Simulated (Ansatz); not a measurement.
CH7Ge2I: several calculations on one system

Part 1: Relaxation

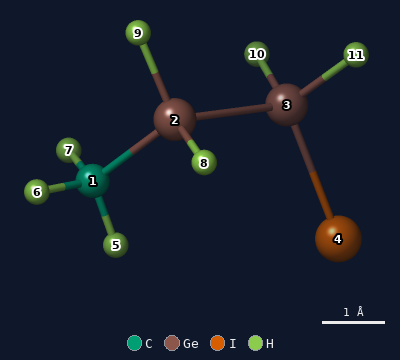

This is the input geometry for a relaxation of CH$_{7}$Ge$_{2}$I. Style: ball-and-stick. Shown from a free direction.

The run prepares an end point of a later path (torsion) calculation, from a guessed geometry.

Computed with Ansatz 0.2.0, RKS PBE/def2-SVP.

The input:
```yaml
crystal:
  periodic: [false, false, false]
  atoms:
    - { symbol: C, position_ang: [-0.8449, 1.4526, 0.1984] }
    - { symbol: Ge, position_ang: [-0.132, -0.1226, 0.9456] }
    - { symbol: Ge, position_ang: [1.0471, -1.2854, -0.7706] }
    - { symbol: I, position_ang: [-0.409, -1.7773, -2.6945] }
    - { symbol: H, position_ang: [-1.5773, 1.2191, -0.6597] }
    - { symbol: H, position_ang: [-1.4567, 2.0597, 0.9693] }
    - { symbol: H, position_ang: [-0.0526, 2.1446, -0.1994] }
    - { symbol: H, position_ang: [-1.2277, -1.0072, 1.477] }
    - { symbol: H, position_ang: [0.8379, 0.2715, 2.1446] }
    - { symbol: H, position_ang: [2.2523, -0.3996, -1.2315] }
    - { symbol: H, position_ang: [1.6282, -2.6124, -0.1586] }
basis:
  gaussian: { orbitals: def2-SVP }
hamiltonian:
  xc: pbe
relax:
  f_tol: 0.015
  max_steps: 40
output:
  orbitals: {}
```

Launched with:
```bash
ansatz run input.yaml --threads 2 --pin off --max-ram 3072MiB --backend cpu --events-out ev --progress --plain --runs-dir out
```

> Predict the outcome.

H10 moves most after the best rigid fit: 0.16 Å. By element the largest moves are H 0.16 Å, Ge 0.12 Å, C 0.11 Å, I 0.04 Å. Some distances before and after: Ge3–I4 2.462 → 2.567 Å, C1–Ge2 1.884 → 1.969 Å, Ge2–Ge3 2.385 → 2.447 Å, C1–H6 1.156 → 1.108 Å. Among the angles between lasting bonds that change: Ge2–Ge3–H10 108.5° → 114.1°, Ge2–Ge3–I4 111.5° → 107.0°, I4–Ge3–H11 110.7° → 106.2°. Over 6 geometry steps the energy falls by 6.60 kcal/mol. Largest force component: 2.2 eV/Å at the start, 0.012 eV/Å at the end. Cost: 29 s on 2 threads of Arm Neoverse V1 (shared host), peak memory 0.21 GiB.

Final geometry:

```xyz
11

C    -0.9109    1.5393    0.1907
Ge   -0.1289   -0.0864    0.9785
Ge    1.1476   -1.3141   -0.7096
I    -0.4454   -1.7739   -2.6698
H    -1.5373    1.2695   -0.6814
H    -1.5398    2.0545    0.9427
H    -0.1111    2.2288   -0.1415
H    -1.2365   -1.0358    1.5113
H     0.8252    0.2722    2.1559
H     2.3328   -0.5105   -1.3169
H     1.6696   -2.7006   -0.2394
```

After the run, drawn alike:

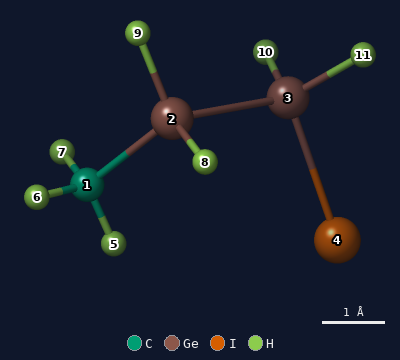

Part 2: Relaxation

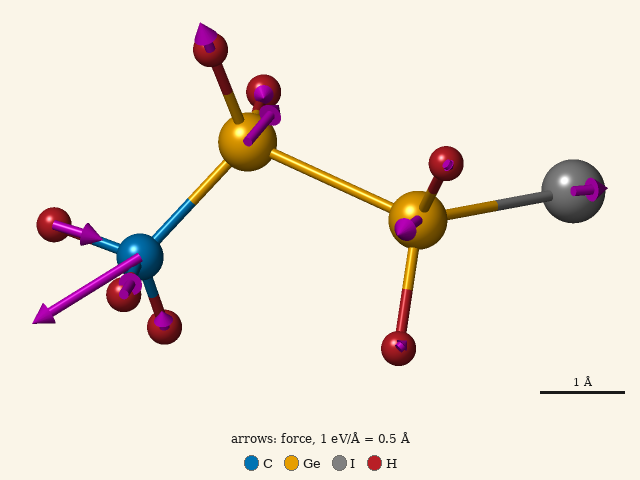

Starting geometry of CH₇Ge₂I with the computed forces as purple arrows. Style: ball-and-stick. Shown from a free direction.

The run prepares an end point of a later path (torsion) calculation, from a guessed geometry.

All numbers below come from RKS PBE/def2-SVP in Ansatz 0.2.0.

Input
```yaml
crystal:
  periodic: [false, false, false]
  atoms:
    - { symbol: C, position_ang: [-0.8449, 1.4526, 0.1984] }
    - { symbol: Ge, position_ang: [-0.132, -0.1226, 0.9456] }
    - { symbol: Ge, position_ang: [1.0471, -1.2854, -0.7706] }
    - { symbol: I, position_ang: [3.39747, -1.67541, -0.14833] }
    - { symbol: H, position_ang: [-1.5773, 1.2191, -0.6597] }
    - { symbol: H, position_ang: [-1.4567, 2.0597, 0.9693] }
    - { symbol: H, position_ang: [-0.0526, 2.1446, -0.1994] }
    - { symbol: H, position_ang: [-1.2277, -1.0072, 1.477] }
    - { symbol: H, position_ang: [0.8379, 0.2715, 2.1446] }
    - { symbol: H, position_ang: [0.33199, -2.65451, -1.02303] }
    - { symbol: H, position_ang: [0.95437, -0.44002, -2.09343] }
basis:
  gaussian: { orbitals: def2-SVP }
hamiltonian:
  xc: pbe
relax:
  f_tol: 0.015
  max_steps: 40
output:
  orbitals: {}
```

Run as
```bash
ansatz run input.yaml --threads 2 --pin off --max-ram 3072MiB --backend cpu --events-out ev --progress --plain --runs-dir out
```

### What follows when this structure is relaxed?

It isn't relaxed: the largest force vector, on C1, is 3.06 eV/Å. The final displacements follow the starting forces only in part (cosine between the two patterns 0.34). The atom that moves furthest after the best rigid fit is H11 (0.19 Å). By element the largest moves are H 0.19 Å, C 0.14 Å, I 0.08 Å, Ge 0.07 Å. Some distances before and after: Ge3–I4 2.462 → 2.561 Å, C1–Ge2 1.884 → 1.973 Å, Ge2–Ge3 2.385 → 2.457 Å, Ge2–H8 1.505 → 1.555 Å. Bond angles that change, for instance: Ge2–Ge3–H10 108.5° → 114.0°, I4–Ge3–H11 110.7° → 105.6°, Ge2–Ge3–H11 108.3° → 112.6°. The energy falls by 27.2 kJ/mol in 6 geometry steps. The largest force component goes from 2.2 to 0.0081 eV/Å.

Part 3: Path

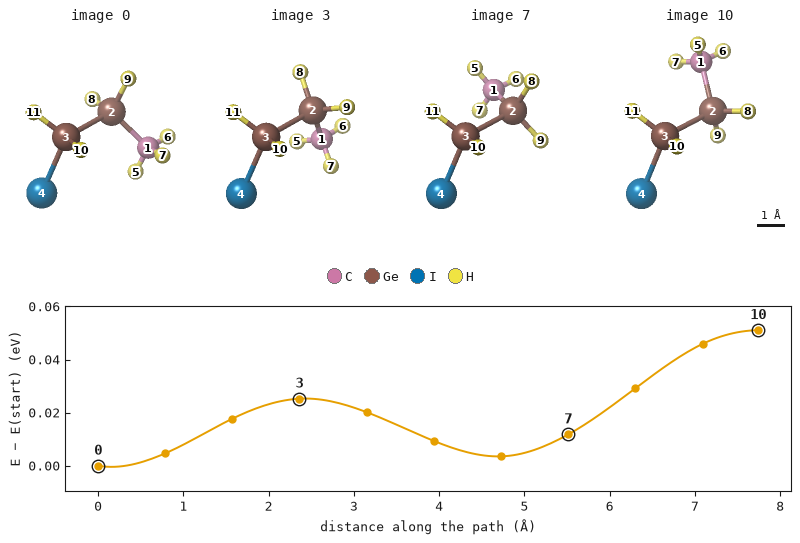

A search for the minimum-energy path of CH$_{7}$Ge$_{2}$I by the nudged elastic band. Images are numbered from 0 (start) to 10 (end). Style: ball-and-stick. Shown at a tilt.

The calculation used Ansatz 0.2.0, RKS PBE/def2-SVP.

Input file:
```yaml
crystal:
  periodic: [false, false, false]
  atoms:
    - { symbol: C, position_ang: [-0.911172, 1.539106, 0.190526] }
    - { symbol: Ge, position_ang: [-0.129319, -0.086638, 0.97845] }
    - { symbol: Ge, position_ang: [1.148081, -1.313762, -0.709344] }
    - { symbol: I, position_ang: [-0.443971, -1.773474, -2.670281] }
    - { symbol: H, position_ang: [-1.537158, 1.26935, -0.681835] }
    - { symbol: H, position_ang: [-1.54055, 2.054101, 0.942417] }
    - { symbol: H, position_ang: [-0.111335, 2.228785, -0.141149] }
    - { symbol: H, position_ang: [-1.237001, -1.036223, 1.510558] }
    - { symbol: H, position_ang: [0.824152, 0.271965, 2.156344] }
    - { symbol: H, position_ang: [2.333436, -0.509876, -1.315911] }
    - { symbol: H, position_ang: [1.670136, -2.700334, -0.239176] }
basis:
  gaussian: { orbitals: def2-SVP }
hamiltonian:
  xc: pbe
neb:
  order_check: false
  images: 9
  f_tol: 0.05
  max_iterations: 42
  initial_path: idpp
  final_atoms:
    - { symbol: C, position_ang: [-0.97457348, 1.58765737, 0.26692397] }
    - { symbol: Ge, position_ang: [-0.13228899, -0.07818167, 0.90686424] }
    - { symbol: Ge, position_ang: [0.74576018, -1.37890539, -0.98338578] }
    - { symbol: I, position_ang: [3.25355245, -1.79294527, -0.66612566] }
    - { symbol: H, position_ang: [-1.81695298, 1.36112495, -0.41487682] }
    - { symbol: H, position_ang: [-1.36111421, 2.16275228, 1.131381] }
    - { symbol: H, position_ang: [-0.23415059, 2.20896107, -0.27267277] }
    - { symbol: H, position_ang: [-1.17480494, -0.95167025, 1.66160467] }
    - { symbol: H, position_ang: [1.04475006, 0.23703303, 1.86757621] }
    - { symbol: H, position_ang: [0.10198959, -2.78556733, -1.1368479] }
    - { symbol: H, position_ang: [0.61313192, -0.62725879, -2.33984215] }
```

Run as
```bash
ansatz run input.yaml --threads 2 --pin off --max-ram 3072MiB --backend cpu --events-out ev --progress --plain --runs-dir out
```

Question: Describe the mechanism and the energy profile.

Answer: Relative to the start the highest point is image 10 at +0.051 eV and the end lies at +0.051 eV, but the profile dips to 0.004 eV at image 6 on the way, so there is an intermediate minimum on the way. The motion is a rotation about the Ge2–Ge3 bond by about 180°. No bond forms or breaks between the ends. The band converged in 5 iterations. The largest component of the band force went from 0.93 to 0.042 eV/Å.

The run took 3.1 min on 2 threads of Arm Neoverse V1, with other jobs on the host, peak memory 0.22 GiB.
